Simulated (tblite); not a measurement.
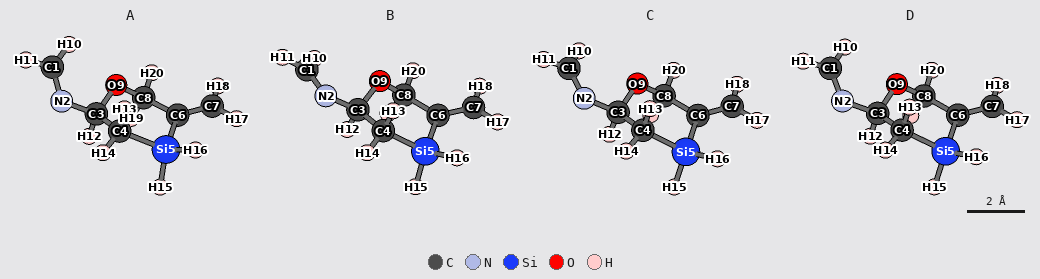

4 geometries from one relaxation of C6H11NOSi, in shuffled order. The picture is a ball-and-stick view, seen from a free direction.

Level of theory: tblite, GFN2-xTB geometry optimisation, gas phase. 

### Order the frames from highest to lowest energy.

B, C, D, A. They are steps 0, 23, 36, 95, at +0.372 eV, +0.060 eV, +0.025 eV relative to the last. The atom that moves furthest after the best rigid fit is H10 (1.05 Å). By element the largest moves are H 1.05 Å, N 0.48 Å, O 0.29 Å, C 0.29 Å, Si 0.12 Å. Near-neighbour distances that change, for instance: C1–N2 1.296 → 1.253 Å, N2–C3 1.464 → 1.425 Å, Si5–C6 1.859 → 1.888 Å, C4–Si5 1.872 → 1.901 Å. Bond angles that change, for instance: C1–N2–C3 113.4° → 122.4°, C4–C3–O9 108.6° → 111.9°, Si5–C4–H13 108.2° → 111.1°. Groups turn about N2–C3 by about 50°. After 95 geometry steps the energy has fallen by 0.372 eV.
